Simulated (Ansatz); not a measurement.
**HfH₂ClOF₃: molecular dynamics (part 1 of 2)**

System: HfH₂ClOF₃.
Method: RKS r2SCANh-D4/def2-SVP (Ansatz 0.2.0).

It belongs to a series of runs on one base structure; here: dynamics from the highest image of the converged band. Figures and captions count atoms from 1; the log counts them from 0 in places.

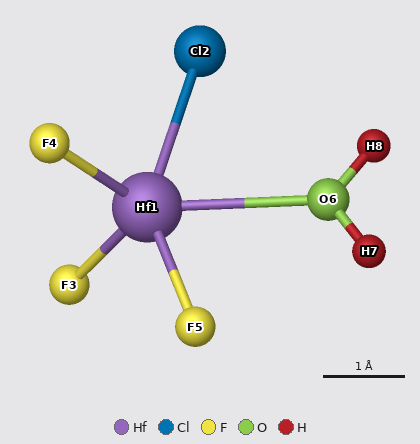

Figure 1. The starting structure (ball-and-stick view, seen at a tilt; atoms are numbered from 1 in the order of the input). Sticks mark near contacts.

## Results in brief

```tsv
quantity	value
outcome	finished
mean temperature over the second half	100 K
trajectory	110 steps, 55 fs
ensemble	nve
temperature in the input	300.0 K
time step	0.5 fs
potential energy (last step)	−24052.0149 eV
mean-field energy (last step)	−24051.9715 eV
largest force (length of the vector) (last step)	0.804 eV/Å
hardware	4 threads of Intel Xeon @ 2.50GHz (Skylake/Cascade Lake), 32 GiB of memory available, shared host
wall time	10 min (CPU time 38 min)
peak memory	0.36 GiB
```

So short a trajectory is not equilibrated.

## Input
```yaml
crystal:
  periodic: [false, false, false]
  atoms:
    - { symbol: Hf, position_ang: [-0.131182, 0.208752, 0.045736] }
    - { symbol: Cl, position_ang: [0.079778, 0.901522, 2.361616] }
    - { symbol: F, position_ang: [1.510498, -0.7228, -0.17381] }
    - { symbol: F, position_ang: [-0.020597, 1.892845, -0.827467] }
    - { symbol: F, position_ang: [-1.19702, -0.749146, -1.258478] }
    - { symbol: O, position_ang: [-1.987552, -0.589539, 1.06817] }
    - { symbol: H, position_ang: [-2.664774, -1.093454, 0.597711] }
    - { symbol: H, position_ang: [-2.203151, -0.47788, 2.003821] }
basis:
  gaussian: { orbitals: def2-SVP }
hamiltonian:
  xc: r2scanh
  dispersion: d4
md:
  timestep: 0.5
  n_steps: 110
  ensemble: nve
  temperature: 300.0
  initial_velocities: maxwell_boltzmann
  seed: 5145
```

Launched with:
```bash
ansatz run input.yaml --threads 4 --pin off --max-ram 5120MiB --backend cpu --events-out ev --progress --plain --runs-dir out
```

## What the program printed
```
Engine: ansatz 0.2.0, x86_64-unknown-linux-gnu
Functional definition: r2SCANh
  parameter a = 0.1
  parameter k0 = 0.174
  parameter k1 = 0.065
  parameter a1 = 4.9479
  exchange = (1 - a)*r2scan_x(k0 = k0, k1 = k1, a1 = a1) + a*exact_x
  correlation = r2scan_c
1175 factors; integrals over basis functions are off by at most 3.2e-4 eV
mean field evaluation 1: about -24043.8408 eV, gradient 7.1e1 eV
mean field evaluation 2: about -24012.4174 eV, gradient 1.6e2 eV
mean field evaluation 4: about -24051.9787 eV, gradient 7.3e0 eV
mean field evaluation 8: about -24052.0951 eV, gradient 3.9e-1 eV
mean field evaluation 16: about -24052.0954 eV, gradient 8.6e-5 eV
mean field -24052.09537994 eV, -883.8982021171 hartree, gradient 8.6e-5 eV, S^2 0.000000; 0 other end points of the search recorded, 0 dependent functions left out
the calculation of the forces begins
reference -24052.09540570 eV, -883.8982030637 hartree; 33, 33 occupied and 83, 83 virtual orbitals, 1175 factors
md step     0: t =     0.00 fs  T =   300.0 K  F+E_penalty+E_count = -24052.13874209 eV  E_kin = 0.232668 eV  conserved = -24051.90607410 eV  (28 SCF iters)
these checks for a lower state are left out or cut short: starts, cluster_reference, orbital_swaps, neighbouring_geometries, increment
1175 factors; integrals over basis functions are off by at most 3.2e-4 eV
mean field -24052.09259922 eV, -883.8980999274 hartree, gradient 1.1e-5 eV, S^2 0.000000; 0 other end points of the search recorded, 0 dependent functions left out
the calculation of the forces begins
reference -24052.09262496 eV, -883.8981008733 hartree; 33, 33 occupied and 83, 83 virtual orbitals, 1175 factors
md step     1: t =     0.50 fs  T =   296.4 K  F+E_penalty+E_count = -24052.13594512 eV  E_kin = 0.229890 eV  conserved = -24051.90605500 eV  (30 SCF iters)
[... from here on the SCF iterations and repeated set-up lines of each step are left out, up to the last step ...]
md step     2: t =     1.00 fs  T =   287.3 K  F+E_penalty+E_count = -24052.12876415 eV  E_kin = 0.222809 eV  conserved = -24051.90595477 eV  (30 SCF iters)
md step     3: t =     1.50 fs  T =   274.7 K  F+E_penalty+E_count = -24052.11887187 eV  E_kin = 0.213053 eV  conserved = -24051.90581922 eV  (30 SCF iters)
md step     4: t =     2.00 fs  T =   261.5 K  F+E_penalty+E_count = -24052.10847623 eV  E_kin = 0.202775 eV  conserved = -24051.90570168 eV  (30 SCF iters)
md step     5: t =     2.50 fs  T =   249.9 K  F+E_penalty+E_count = -24052.09948046 eV  E_kin = 0.193838 eV  conserved = -24051.90564217 eV  (30 SCF iters)
md step     6: t =     3.00 fs  T =   241.4 K  F+E_penalty+E_count = -24052.09285043 eV  E_kin = 0.187196 eV  conserved = -24051.90565460 eV  (30 SCF iters)
md step     7: t =     3.50 fs  T =   235.5 K  F+E_penalty+E_count = -24052.08839568 eV  E_kin = 0.182672 eV  conserved = -24051.90572332 eV  (30 SCF iters)
md step     8: t =     4.00 fs  T =   231.1 K  F+E_penalty+E_count = -24052.08502553 eV  E_kin = 0.179218 eV  conserved = -24051.90580778 eV  (31 SCF iters)
md step     9: t =     4.50 fs  T =   226.3 K  F+E_penalty+E_count = -24052.08139923 eV  E_kin = 0.175543 eV  conserved = -24051.90585621 eV  (31 SCF iters)
md step    10: t =     5.00 fs  T =   220.4 K  F+E_penalty+E_count = -24052.07673681 eV  E_kin = 0.170907 eV  conserved = -24051.90582988 eV  (31 SCF iters)
md step    11: t =     5.50 fs  T =   213.6 K  F+E_penalty+E_count = -24052.07141663 eV  E_kin = 0.165689 eV  conserved = -24051.90572746 eV  (31 SCF iters)
md step    12: t =     6.00 fs  T =   208.1 K  F+E_penalty+E_count = -24052.06698197 eV  E_kin = 0.161386 eV  conserved = -24051.90559606 eV  (31 SCF iters)
md step    13: t =     6.50 fs  T =   206.2 K  F+E_penalty+E_count = -24052.06541070 eV  E_kin = 0.159899 eV  conserved = -24051.90551197 eV  (31 SCF iters)
md step    14: t =     7.00 fs  T =   209.4 K  F+E_penalty+E_count = -24052.06795728 eV  E_kin = 0.162422 eV  conserved = -24051.90553508 eV  (30 SCF iters)
md step    15: t =     7.50 fs  T =   217.4 K  F+E_penalty+E_count = -24052.07425328 eV  E_kin = 0.168586 eV  conserved = -24051.90566737 eV  (30 SCF iters)
md step    16: t =     8.00 fs  T =   227.5 K  F+E_penalty+E_count = -24052.08227885 eV  E_kin = 0.176430 eV  conserved = -24051.90584923 eV  (30 SCF iters)
md step    17: t =     8.50 fs  T =   236.3 K  F+E_penalty+E_count = -24052.08925835 eV  E_kin = 0.183261 eV  conserved = -24051.90599712 eV  (30 SCF iters)
md step    18: t =     9.00 fs  T =   240.9 K  F+E_penalty+E_count = -24052.09292192 eV  E_kin = 0.186868 eV  conserved = -24051.90605374 eV  (29 SCF iters)
md step    19: t =     9.50 fs  T =   240.3 K  F+E_penalty+E_count = -24052.09239830 eV  E_kin = 0.186387 eV  conserved = -24051.90601092 eV  (30 SCF iters)
md step    20: t =    10.00 fs  T =   235.2 K  F+E_penalty+E_count = -24052.08835208 eV  E_kin = 0.182447 eV  conserved = -24051.90590468 eV  (30 SCF iters)
md step    21: t =    10.50 fs  T =   227.8 K  F+E_penalty+E_count = -24052.08243930 eV  E_kin = 0.176649 eV  conserved = -24051.90578983 eV  (30 SCF iters)
md step    22: t =    11.00 fs  T =   220.1 K  F+E_penalty+E_count = -24052.07645101 eV  E_kin = 0.170735 eV  conserved = -24051.90571575 eV  (30 SCF iters)
md step    23: t =    11.50 fs  T =   213.8 K  F+E_penalty+E_count = -24052.07153456 eV  E_kin = 0.165826 eV  conserved = -24051.90570902 eV  (30 SCF iters)
md step    24: t =    12.00 fs  T =   208.9 K  F+E_penalty+E_count = -24052.06776777 eV  E_kin = 0.162000 eV  conserved = -24051.90576729 eV  (31 SCF iters)
md step    25: t =    12.50 fs  T =   204.2 K  F+E_penalty+E_count = -24052.06419586 eV  E_kin = 0.158335 eV  conserved = -24051.90586118 eV  (31 SCF iters)
md step    26: t =    13.00 fs  T =   197.7 K  F+E_penalty+E_count = -24052.05930377 eV  E_kin = 0.153361 eV  conserved = -24051.90594305 eV  (31 SCF iters)
md step    27: t =    13.50 fs  T =   188.0 K  F+E_penalty+E_count = -24052.05177485 eV  E_kin = 0.145811 eV  conserved = -24051.90596367 eV  (31 SCF iters)
md step    28: t =    14.00 fs  T =   174.5 K  F+E_penalty+E_count = -24052.04126245 eV  E_kin = 0.135367 eV  conserved = -24051.90589501 eV  (31 SCF iters)
md step    29: t =    14.50 fs  T =   158.7 K  F+E_penalty+E_count = -24052.02881503 eV  E_kin = 0.123064 eV  conserved = -24051.90575077 eV  (31 SCF iters)
md step    30: t =    15.00 fs  T =   143.2 K  F+E_penalty+E_count = -24052.01665191 eV  E_kin = 0.111064 eV  conserved = -24051.90558806 eV  (31 SCF iters)
md step    31: t =    15.50 fs  T =   131.3 K  F+E_penalty+E_count = -24052.00727486 eV  E_kin = 0.101793 eV  conserved = -24051.90548193 eV  (31 SCF iters)
md step    32: t =    16.00 fs  T =   124.9 K  F+E_penalty+E_count = -24052.00231701 eV  E_kin = 0.096835 eV  conserved = -24051.90548212 eV  (31 SCF iters)
md step    33: t =    16.50 fs  T =   124.0 K  F+E_penalty+E_count = -24052.00178336 eV  E_kin = 0.096202 eV  conserved = -24051.90558166 eV  (31 SCF iters)
md step    34: t =    17.00 fs  T =   126.9 K  F+E_penalty+E_count = -24052.00415047 eV  E_kin = 0.098428 eV  conserved = -24051.90572245 eV  (31 SCF iters)
md step    35: t =    17.50 fs  T =   130.8 K  F+E_penalty+E_count = -24052.00724432 eV  E_kin = 0.101411 eV  conserved = -24051.90583284 eV  (31 SCF iters)
md step    36: t =    18.00 fs  T =   133.4 K  F+E_penalty+E_count = -24052.00933866 eV  E_kin = 0.103471 eV  conserved = -24051.90586783 eV  (31 SCF iters)
md step    37: t =    18.50 fs  T =   134.1 K  F+E_penalty+E_count = -24052.00986468 eV  E_kin = 0.104039 eV  conserved = -24051.90582585 eV  (29 SCF iters)
md step    38: t =    19.00 fs  T =   133.7 K  F+E_penalty+E_count = -24052.00945421 eV  E_kin = 0.103713 eV  conserved = -24051.90574092 eV  (31 SCF iters)
md step    39: t =    19.50 fs  T =   133.8 K  F+E_penalty+E_count = -24052.00942620 eV  E_kin = 0.103765 eV  conserved = -24051.90566081 eV  (31 SCF iters)
md step    40: t =    20.00 fs  T =   135.9 K  F+E_penalty+E_count = -24052.01103952 eV  E_kin = 0.105413 eV  conserved = -24051.90562663 eV  (31 SCF iters)
md step    41: t =    20.50 fs  T =   140.8 K  F+E_penalty+E_count = -24052.01483631 eV  E_kin = 0.109176 eV  conserved = -24051.90565992 eV  (31 SCF iters)
md step    42: t =    21.00 fs  T =   147.7 K  F+E_penalty+E_count = -24052.02029650 eV  E_kin = 0.114540 eV  conserved = -24051.90575626 eV  (31 SCF iters)
md step    43: t =    21.50 fs  T =   154.8 K  F+E_penalty+E_count = -24052.02590876 eV  E_kin = 0.120023 eV  conserved = -24051.90588556 eV  (31 SCF iters)
md step    44: t =    22.00 fs  T =   159.4 K  F+E_penalty+E_count = -24052.02965166 eV  E_kin = 0.123652 eV  conserved = -24051.90599940 eV  (31 SCF iters)
md step    45: t =    22.50 fs  T =   159.5 K  F+E_penalty+E_count = -24052.02975905 eV  E_kin = 0.123712 eV  conserved = -24051.90604724 eV  (31 SCF iters)
md step    46: t =    23.00 fs  T =   154.1 K  F+E_penalty+E_count = -24052.02550405 eV  E_kin = 0.119504 eV  conserved = -24051.90600015 eV  (31 SCF iters)
md step    47: t =    23.50 fs  T =   144.1 K  F+E_penalty+E_count = -24052.01763493 eV  E_kin = 0.111764 eV  conserved = -24051.90587062 eV  (31 SCF iters)
md step    48: t =    24.00 fs  T =   132.1 K  F+E_penalty+E_count = -24052.00815909 eV  E_kin = 0.102443 eV  conserved = -24051.90571603 eV  (31 SCF iters)
md step    49: t =    24.50 fs  T =   121.0 K  F+E_penalty+E_count = -24051.99946116 eV  E_kin = 0.093852 eV  conserved = -24051.90560951 eV  (31 SCF iters)
md step    50: t =    25.00 fs  T =   112.9 K  F+E_penalty+E_count = -24051.99318606 eV  E_kin = 0.087589 eV  conserved = -24051.90559751 eV  (31 SCF iters)
md step    51: t =    25.50 fs  T =   108.1 K  F+E_penalty+E_count = -24051.98954217 eV  E_kin = 0.083873 eV  conserved = -24051.90566901 eV  (31 SCF iters)
md step    52: t =    26.00 fs  T =   105.3 K  F+E_penalty+E_count = -24051.98746094 eV  E_kin = 0.081695 eV  conserved = -24051.90576629 eV  (31 SCF iters)
md step    53: t =    26.50 fs  T =   102.7 K  F+E_penalty+E_count = -24051.98546611 eV  E_kin = 0.079641 eV  conserved = -24051.90582462 eV  (31 SCF iters)
md step    54: t =    27.00 fs  T =    99.1 K  F+E_penalty+E_count = -24051.98266224 eV  E_kin = 0.076852 eV  conserved = -24051.90581053 eV  (31 SCF iters)
md step    55: t =    27.50 fs  T =    94.8 K  F+E_penalty+E_count = -24051.97926323 eV  E_kin = 0.073529 eV  conserved = -24051.90573407 eV  (31 SCF iters)
md step    56: t =    28.00 fs  T =    91.3 K  F+E_penalty+E_count = -24051.97645476 eV  E_kin = 0.070819 eV  conserved = -24051.90563605 eV  (29 SCF iters)
md step    57: t =    28.50 fs  T =    90.5 K  F+E_penalty+E_count = -24051.97576975 eV  E_kin = 0.070205 eV  conserved = -24051.90556461 eV  (31 SCF iters)
md step    58: t =    29.00 fs  T =    93.8 K  F+E_penalty+E_count = -24051.97833192 eV  E_kin = 0.072776 eV  conserved = -24051.90555543 eV  (31 SCF iters)
md step    59: t =    29.50 fs  T =   101.4 K  F+E_penalty+E_count = -24051.98428868 eV  E_kin = 0.078669 eV  conserved = -24051.90561957 eV  (31 SCF iters)
md step    60: t =    30.00 fs  T =   112.0 K  F+E_penalty+E_count = -24051.99262935 eV  E_kin = 0.086889 eV  conserved = -24051.90574052 eV  (31 SCF iters)
md step    61: t =    30.50 fs  T =   123.2 K  F+E_penalty+E_count = -24052.00144392 eV  E_kin = 0.095565 eV  conserved = -24051.90587857 eV  (31 SCF iters)
md step    62: t =    31.00 fs  T =   132.2 K  F+E_penalty+E_count = -24052.00854907 eV  E_kin = 0.102566 eV  conserved = -24051.90598324 eV  (31 SCF iters)
md step    63: t =    31.50 fs  T =   137.0 K  F+E_penalty+E_count = -24052.01227732 eV  E_kin = 0.106264 eV  conserved = -24051.90601302 eV  (31 SCF iters)
md step    64: t =    32.00 fs  T =   136.9 K  F+E_penalty+E_count = -24052.01211525 eV  E_kin = 0.106158 eV  conserved = -24051.90595716 eV  (30 SCF iters)
md step    65: t =    32.50 fs  T =   132.8 K  F+E_penalty+E_count = -24052.00886239 eV  E_kin = 0.103016 eV  conserved = -24051.90584635 eV  (30 SCF iters)
md step    66: t =    33.00 fs  T =   126.9 K  F+E_penalty+E_count = -24052.00415827 eV  E_kin = 0.098418 eV  conserved = -24051.90574051 eV  (30 SCF iters)
md step    67: t =    33.50 fs  T =   121.0 K  F+E_penalty+E_count = -24051.99957455 eV  E_kin = 0.093879 eV  conserved = -24051.90569528 eV  (30 SCF iters)
md step    68: t =    34.00 fs  T =   116.1 K  F+E_penalty+E_count = -24051.99578266 eV  E_kin = 0.090056 eV  conserved = -24051.90572666 eV  (29 SCF iters)
md step    69: t =    34.50 fs  T =   111.5 K  F+E_penalty+E_count = -24051.99231113 eV  E_kin = 0.086509 eV  conserved = -24051.90580257 eV  (30 SCF iters)
md step    70: t =    35.00 fs  T =   105.9 K  F+E_penalty+E_count = -24051.98802156 eV  E_kin = 0.082155 eV  conserved = -24051.90586647 eV  (30 SCF iters)
md step    71: t =    35.50 fs  T =    98.1 K  F+E_penalty+E_count = -24051.98195945 eV  E_kin = 0.076086 eV  conserved = -24051.90587350 eV  (31 SCF iters)
md step    72: t =    36.00 fs  T =    88.0 K  F+E_penalty+E_count = -24051.97404199 eV  E_kin = 0.068229 eV  conserved = -24051.90581293 eV  (31 SCF iters)
md step    73: t =    36.50 fs  T =    76.7 K  F+E_penalty+E_count = -24051.96523161 eV  E_kin = 0.059524 eV  conserved = -24051.90570795 eV  (31 SCF iters)
md step    74: t =    37.00 fs  T =    66.5 K  F+E_penalty+E_count = -24051.95718686 eV  E_kin = 0.051588 eV  conserved = -24051.90559909 eV  (31 SCF iters)
md step    75: t =    37.50 fs  T =    59.4 K  F+E_penalty+E_count = -24051.95163027 eV  E_kin = 0.046104 eV  conserved = -24051.90552582 eV  (29 SCF iters)
md step    76: t =    38.00 fs  T =    57.0 K  F+E_penalty+E_count = -24051.94972574 eV  E_kin = 0.044213 eV  conserved = -24051.90551254 eV  (31 SCF iters)
md step    77: t =    38.50 fs  T =    59.5 K  F+E_penalty+E_count = -24051.95168817 eV  E_kin = 0.046126 eV  conserved = -24051.90556224 eV  (31 SCF iters)
md step    78: t =    39.00 fs  T =    65.9 K  F+E_penalty+E_count = -24051.95673469 eV  E_kin = 0.051078 eV  conserved = -24051.90565627 eV  (31 SCF iters)
md step    79: t =    39.50 fs  T =    74.3 K  F+E_penalty+E_count = -24051.96338186 eV  E_kin = 0.057622 eV  conserved = -24051.90575990 eV  (31 SCF iters)
md step    80: t =    40.00 fs  T =    82.7 K  F+E_penalty+E_count = -24051.96999665 eV  E_kin = 0.064163 eV  conserved = -24051.90583366 eV  (31 SCF iters)
md step    81: t =    40.50 fs  T =    89.7 K  F+E_penalty+E_count = -24051.97541386 eV  E_kin = 0.069564 eV  conserved = -24051.90584992 eV  (31 SCF iters)
md step    82: t =    41.00 fs  T =    94.8 K  F+E_penalty+E_count = -24051.97936324 eV  E_kin = 0.073555 eV  conserved = -24051.90580788 eV  (31 SCF iters)
md step    83: t =    41.50 fs  T =    98.9 K  F+E_penalty+E_count = -24051.98247311 eV  E_kin = 0.076734 eV  conserved = -24051.90573920 eV  (30 SCF iters)
md step    84: t =    42.00 fs  T =   103.3 K  F+E_penalty+E_count = -24051.98578129 eV  E_kin = 0.080087 eV  conserved = -24051.90569458 eV  (30 SCF iters)
md step    85: t =    42.50 fs  T =   108.6 K  F+E_penalty+E_count = -24051.98996551 eV  E_kin = 0.084251 eV  conserved = -24051.90571491 eV  (30 SCF iters)
md step    86: t =    43.00 fs  T =   114.7 K  F+E_penalty+E_count = -24051.99473182 eV  E_kin = 0.088928 eV  conserved = -24051.90580344 eV  (30 SCF iters)
md step    87: t =    43.50 fs  T =   119.7 K  F+E_penalty+E_count = -24051.99876917 eV  E_kin = 0.092848 eV  conserved = -24051.90592079 eV  (30 SCF iters)
md step    88: t =    44.00 fs  T =   121.6 K  F+E_penalty+E_count = -24052.00034251 eV  E_kin = 0.094335 eV  conserved = -24051.90600791 eV  (30 SCF iters)
md step    89: t =    44.50 fs  T =   118.8 K  F+E_penalty+E_count = -24051.99818392 eV  E_kin = 0.092163 eV  conserved = -24051.90602059 eV  (30 SCF iters)
md step    90: t =    45.00 fs  T =   111.2 K  F+E_penalty+E_count = -24051.99216652 eV  E_kin = 0.086215 eV  conserved = -24051.90595122 eV  (31 SCF iters)
md step    91: t =    45.50 fs  T =   100.0 K  F+E_penalty+E_count = -24051.98342108 eV  E_kin = 0.077592 eV  conserved = -24051.90582886 eV  (31 SCF iters)
md step    92: t =    46.00 fs  T =    87.9 K  F+E_penalty+E_count = -24051.97389419 eV  E_kin = 0.068193 eV  conserved = -24051.90570078 eV  (31 SCF iters)
md step    93: t =    46.50 fs  T =    77.4 K  F+E_penalty+E_count = -24051.96561404 eV  E_kin = 0.060003 eV  conserved = -24051.90561146 eV  (31 SCF iters)
md step    94: t =    47.00 fs  T =    70.2 K  F+E_penalty+E_count = -24051.95999477 eV  E_kin = 0.054409 eV  conserved = -24051.90558584 eV  (29 SCF iters)
md step    95: t =    47.50 fs  T =    66.8 K  F+E_penalty+E_count = -24051.95743902 eV  E_kin = 0.051815 eV  conserved = -24051.90562374 eV  (31 SCF iters)
md step    96: t =    48.00 fs  T =    66.6 K  F+E_penalty+E_count = -24051.95735433 eV  E_kin = 0.051656 eV  conserved = -24051.90569871 eV  (31 SCF iters)
md step    97: t =    48.50 fs  T =    68.1 K  F+E_penalty+E_count = -24051.95857290 eV  E_kin = 0.052805 eV  conserved = -24051.90576835 eV  (31 SCF iters)
md step    98: t =    49.00 fs  T =    69.9 K  F+E_penalty+E_count = -24051.96001662 eV  E_kin = 0.054225 eV  conserved = -24051.90579177 eV  (31 SCF iters)
md step    99: t =    49.50 fs  T =    71.7 K  F+E_penalty+E_count = -24051.96132972 eV  E_kin = 0.055579 eV  conserved = -24051.90575048 eV  (31 SCF iters)
md step   100: t =    50.00 fs  T =    74.1 K  F+E_penalty+E_count = -24051.96315100 eV  E_kin = 0.057487 eV  conserved = -24051.90566367 eV  (31 SCF iters)
md step   101: t =    50.50 fs  T =    78.9 K  F+E_penalty+E_count = -24051.96680346 eV  E_kin = 0.061219 eV  conserved = -24051.90558431 eV  (31 SCF iters)
md step   102: t =    51.00 fs  T =    87.6 K  F+E_penalty+E_count = -24051.97347806 eV  E_kin = 0.067907 eV  conserved = -24051.90557134 eV  (31 SCF iters)
md step   103: t =    51.50 fs  T =   100.2 K  F+E_penalty+E_count = -24051.98334148 eV  E_kin = 0.077690 eV  conserved = -24051.90565179 eV  (31 SCF iters)
md step   104: t =    52.00 fs  T =   115.2 K  F+E_penalty+E_count = -24051.99513580 eV  E_kin = 0.089336 eV  conserved = -24051.90579988 eV  (31 SCF iters)
md step   105: t =    52.50 fs  T =   129.7 K  F+E_penalty+E_count = -24052.00657402 eV  E_kin = 0.100623 eV  conserved = -24051.90595095 eV  (31 SCF iters)
md step   106: t =    53.00 fs  T =   140.9 K  F+E_penalty+E_count = -24052.01532147 eV  E_kin = 0.109281 eV  conserved = -24051.90604048 eV  (31 SCF iters)
md step   107: t =    53.50 fs  T =   146.9 K  F+E_penalty+E_count = -24052.01998311 eV  E_kin = 0.113944 eV  conserved = -24051.90603872 eV  (31 SCF iters)
md step   108: t =    54.00 fs  T =   147.8 K  F+E_penalty+E_count = -24052.02056973 eV  E_kin = 0.114609 eV  conserved = -24051.90596026 eV  (30 SCF iters)
md step   109: t =    54.50 fs  T =   145.0 K  F+E_penalty+E_count = -24052.01828938 eV  E_kin = 0.112441 eV  conserved = -24051.90584794 eV  (30 SCF iters)
these checks for a lower state are left out or cut short: starts, cluster_reference, orbital_swaps, neighbouring_geometries, increment
1175 factors; integrals over basis functions are off by at most 3.4e-4 eV
mean field -24051.97151738 eV, -883.8936502518 hartree, gradient 1.1e-5 eV, S^2 0.000000; 0 other end points of the search recorded, 0 dependent functions left out
the calculation of the forces begins
reference -24051.97154305 eV, -883.8936511954 hartree; 33, 33 occupied and 83, 83 virtual orbitals, 1175 factors
1175 factors; integrals over basis functions are off by at most 3.4e-4 eV
mean field evaluation 896: about -24051.9715 eV, gradient 8.4e-3 eV
mean field -24051.97151738 eV, -883.8936502518 hartree, gradient 1.1e-5 eV, S^2 0.000000; 1 other end points of the search recorded, 0 dependent functions left out
the calculation of the forces begins
reference -24051.97154305 eV, -883.8936511954 hartree; 33, 33 occupied and 83, 83 virtual orbitals, 1175 factors
md step   110: t =    55.00 fs  T =   140.7 K  F+E_penalty+E_count = -24052.01488815 eV  E_kin = 0.109139 eV  conserved = -24051.90574952 eV  (29 SCF iters)
```
